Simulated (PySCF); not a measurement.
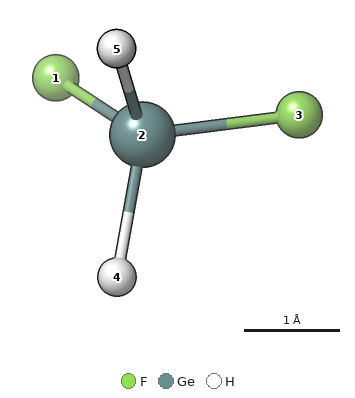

The structure as given in the input (ball-and-stick view, seen at a tilt; atoms are numbered from 1 in the order of the input). Sticks mark near contacts.

# GeH$_{2}$F$_{2}$: property calculation

System: GeH$_{2}$F$_{2}$, SMILES [F][GeH2][F].
Method: PBE/6-31G, RKS (PySCF 2.14.0).

The geometry comes from this level: PBE0-D4/def2-TZVP.

## Log
```
converged SCF energy = -2277.03414872114
E(PBE) = -2277.034148721
Dipole moment(X, Y, Z, Debye):  2.42122, -1.47133, -0.62228
 ** Mulliken pop  **
pop of  0 F 1s            1.99705
pop of  0 F 2s            0.93209
pop of  0 F 3s            1.04970
pop of  0 F 2px           1.12101
pop of  0 F 2py           1.14808
pop of  0 F 2pz           1.01058
pop of  0 F 3px           0.73946
pop of  0 F 3py           0.75772
pop of  0 F 3pz           0.64387
pop of  1 Ge 1s           1.99996
pop of  1 Ge 2s           1.99946
pop of  1 Ge 3s           1.99798
pop of  1 Ge 4s           1.26508
pop of  1 Ge 5s           0.01868
pop of  1 Ge 2px          1.99971
pop of  1 Ge 2py          1.99973
pop of  1 Ge 2pz          1.99969
pop of  1 Ge 3px          1.99478
pop of  1 Ge 3py          1.99506
pop of  1 Ge 3pz          1.99428
pop of  1 Ge 4px          0.62235
pop of  1 Ge 4py          0.74245
pop of  1 Ge 4pz          0.40477
pop of  1 Ge 5px          0.02885
pop of  1 Ge 5py          0.03506
pop of  1 Ge 5pz          0.01946
pop of  1 Ge 3dxy         1.37505
pop of  1 Ge 3dyz         1.37759
pop of  1 Ge 3dz^2        1.37703
pop of  1 Ge 3dxz         1.37546
pop of  1 Ge 3dx2-y2      1.37710
pop of  1 Ge 4dxy         0.61951
pop of  1 Ge 4dyz         0.61964
pop of  1 Ge 4dz^2        0.61857
pop of  1 Ge 4dxz         0.61748
pop of  1 Ge 4dx2-y2      0.62011
pop of  2 F 1s            1.99705
pop of  2 F 2s            0.93209
pop of  2 F 3s            1.04970
pop of  2 F 2px           1.08555
pop of  2 F 2py           1.12311
pop of  2 F 2pz           1.07102
pop of  2 F 3px           0.70569
pop of  2 F 3py           0.73394
pop of  2 F 3pz           0.70141
pop of  3 H 1s            0.49810
pop of  3 H 2s            0.55489
pop of  4 H 1s            0.49807
pop of  4 H 2s            0.55493
 ** Mulliken atomic charges  **
charge of    0F =     -0.39956
charge of    1Ge =      0.90510
charge of    2F =     -0.39956
charge of    3H =     -0.05298
charge of    4H =     -0.05300
Traceless quadrupole moment (Debye*A):

IAO charges [-0.4626  1.0779 -0.4626 -0.0764 -0.0763]
```

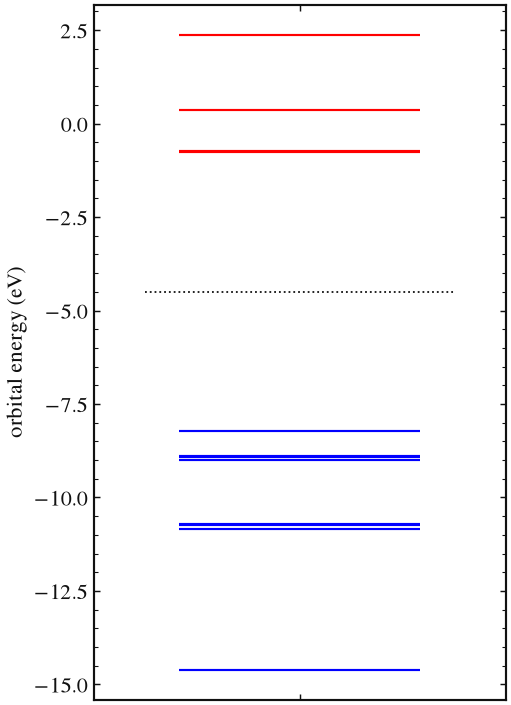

Orbital energies near the frontier; the dotted line parts filled from empty levels, and levels within 0.02 eV of each other stand side by side. Highest filled −8.23 eV, lowest empty −0.77 eV, 7.46 eV apart.

The run was set up as follows.

## Input (job.py)
```python
# [F][GeH2][F]
import numpy
from pyscf import gto, scf, dft, lo

mol = gto.Mole()
mol.atom = 'input.xyz'
mol.basis = '6-31g'
mol.spin = 0
mol.verbose = 3
mol.max_memory = 1860
mol.charge = 0
mol.build()

mf = dft.RKS(mol, xc='pbe')
mf.conv_tol = 1e-10
mf.grids.level = 4
mf.kernel()
if not mf.converged:
    mf = mf.newton().run(mf.mo_coeff, mf.mo_occ)

etot = mf.e_tot
print('E(%s) = %.9f' % ('PBE', etot))
dip = mf.dip_moment()
pop, q = mf.mulliken_pop()
quad = mf.quad_moment()
occ = mf.mo_coeff[:, mf.mo_occ > 0]
iaos = lo.vec_lowdin(lo.iao.iao(mol, occ), mf.get_ovlp())
c = iaos.T @ mf.get_ovlp() @ occ
pop_iao, q_iao = scf.hf.mulliken_pop(lo.iao.reference_mol(mol), (c * mf.mo_occ[mf.mo_occ > 0]) @ c.T, numpy.eye(c.shape[0]), verbose=0)
print('IAO charges', numpy.round(q_iao, 4))
```

## File input.xyz
```
5

F     -0.572600     0.228500     1.525800
Ge     0.103000    -0.071300    -0.032200
F     -0.974500     0.694200    -1.139700
H      0.047300    -1.576200    -0.286700
H      1.446600     0.651000    -0.108600
```

Launch command:
```bash
OMP_NUM_THREADS=1 python job.py
```

## Summary

| quantity | value |
| --- | --- |
| outcome | converged |
| total energy | −2277.034149 hartree |
| basis functions | 49 |
| HOMO | −8.23 eV |
| LUMO | −0.77 eV |
| dipole moment | 2.90 D |
| hardware | 1 thread of Intel Xeon @ 2.50GHz (Skylake/Cascade Lake), 16 GiB of memory available, shared host |
| wall time | 6 s |
| peak memory | 0.29 GiB |
